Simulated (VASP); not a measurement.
Band structure of PdB (relaxed from the zinc blende structure, space group F-43m). Calculation: PBEsol GGA, VASP's PBE PAW potentials (set 64) (plane waves; VASP 6.6.1).

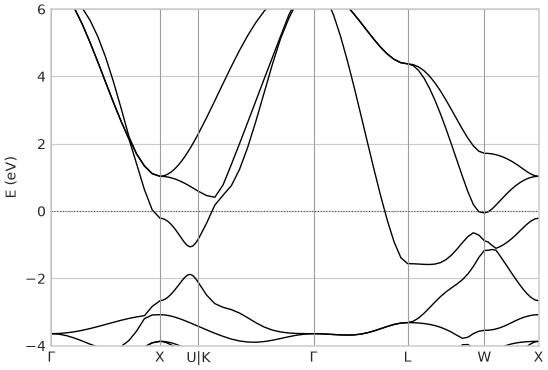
Fig. 1. Bands along high-symmetry lines, zero at the valence-band maximum or, without a gap, the Fermi level

Question: Read the plot: is there a gap, and where are the band edges?

Answer: It has no gap at this level: it comes out as a metal or semimetal. (Edges off the drawn lines would not show.)

The structure was generated: PdB was put into the zinc blende type (F-43m), which need not be its known phase. It was relaxed first, which changed the volume by -22 %. The electron count is odd and the run is not spin-polarised, which forces a metal.
